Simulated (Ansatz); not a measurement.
System Na2IF (space group R-3m, No. 166); source of the atomic positions: the end point of a relaxation with Ansatz 0.2.0, DFT, r2SCAN, plane waves, PAW; the starting structure was generated, so it need not be a known form of this composition.

```
CELL_PARAMETERS angstrom
3.99700 0.00000 0.00000
-1.99850 3.46150 0.00000
0.00000 0.00000 19.23837
ATOMIC_POSITIONS crystal
F 0.00000 0.00000 0.00000
I 0.66667 0.33333 0.83333
Na 0.33333 0.66667 0.93947
Na 0.00000 0.00000 0.72720
F 0.66667 0.33333 0.33333
I 0.33333 0.66667 0.16667
Na 0.00000 0.00000 0.27280
Na 0.66667 0.33333 0.06053
F 0.33333 0.66667 0.66667
I 0.00000 0.00000 0.50000
Na 0.66667 0.33333 0.60613
Na 0.33333 0.66667 0.39387
```

Describe the stacking along c, with columns A (0, 0), B (1/3, 2/3), C (2/3, 1/3) of the hexagonal mesh.

F(A) – Na(C) – I(B) – Na(A) – F(C) – Na(B) – I(A) – Na(C) – F(B) – Na(A) – I(C) – Na(B) (twelve layers in 19.24 Å).

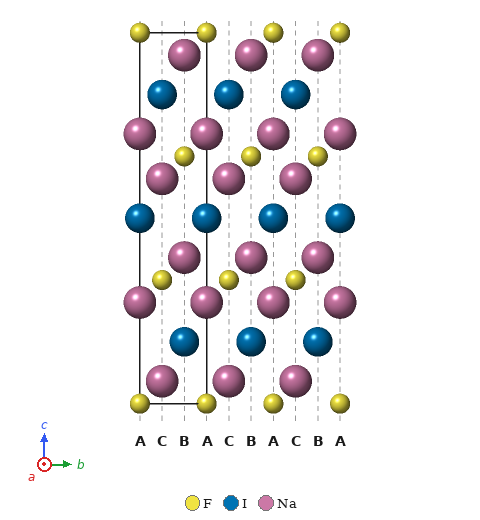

Projection along an edge of the hexagonal mesh, stacking direction c upwards. The dashed lines mark the three columns A (0, 0), B (1/3, 2/3) and C (2/3, 1/3). The sequence starts with the first layer at or above the cell's origin.
